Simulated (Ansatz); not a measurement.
Input

```
crystal:
  periodic: [false, false, false]
  atoms:
    - {symbol: F, position_ang: [-0.599762, 1.845399, -2.728082]}
    - {symbol: Sb, position_ang: [-0.809191, -1.578985, -3.142201]}
    - {symbol: Si, position_ang: [0.462637, 0.609090, -2.665187]}
    - {symbol: H, position_ang: [1.490662, 0.830848, -3.725040]}
    - {symbol: H, position_ang: [1.112680, 0.640941, -1.323109]}
    - {symbol: H, position_ang: [0.666602, -2.426019, -2.902024]}
    - {symbol: H, position_ang: [-1.210478, -1.738714, -1.482062]}
basis:
  gaussian: {orbitals: def2-TZVPD}
hamiltonian: {xc: pbe0}
output: {forces: true, orbitals: {seedname: orbitals}}
```

Run with:

```sh
ansatz run input.yaml --threads 2 --pin off --max-ram 5220MiB --events-out events.jsonl --progress --plain --runs-dir runs
```

Geometry: PBE0-D4/def2-SVP; core potentials replace the inner electrons of Sb.

All numbers below come from isolated molecule in a Gaussian basis; Kohn-Sham density functional theory, functional PBE0 in Ansatz.

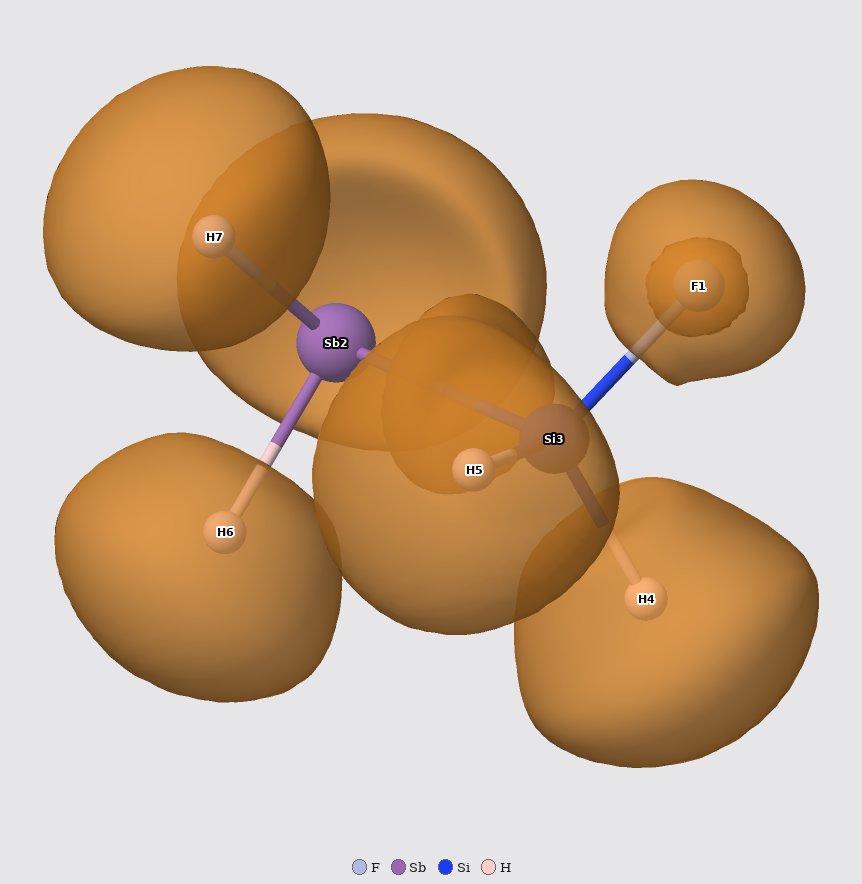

FH$_{4}$SbSi (SMILES F[SiH2][SbH2]). Isosurface of the ELF at 0.75 (orange), seen at a tilt. Only the valence region is drawn (cores and ρ < 0.01 e/Å³ removed).

Question: What do the ELF domains correspond to?

Answer: The surface consists of one region between bonded Sb–Si atoms (shared pairs), four regions around hydrogen nuclei, one lobe on Sb, pointing away from the bonds (lone pairs) and one region wrapped around F (its valence shell). Profiles from the grid: Si–F (1.63 Å): the ELF peaks at about 0.85 in the valence shell of F, 0.6 Å from its nucleus, and is about 0.55 at the midpoint. Si–Sb (2.58 Å): the ELF peaks at about 0.95 between the atoms (a shared electron pair).
